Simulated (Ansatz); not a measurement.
The parent structure is BP in the zinc blende structure (space group F-43m, No. 216; a = 4.548 Å).

Structures relaxed with Ansatz (an electronic-structure program) PBE, no SOC, earlier PAW set.

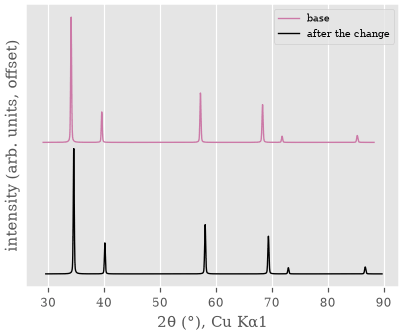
Fig. 1. Simulated powder patterns before (top) and after one change

Q: Name the change that was made.
A) pressure 30 GPa
B) pressure 7 GPa
C) pressure 75 GPa
D) pressure 50 GPa

A: B, pressure 7 GPa. Its volume per atom is 11.30 Å³ against 11.76 Å³, and its space group is F-43m (No. 216).

Load acts through the strain it causes; cell and atoms are relaxed under it. Stability against distortions was not tested. No other phases were tried under pressure.
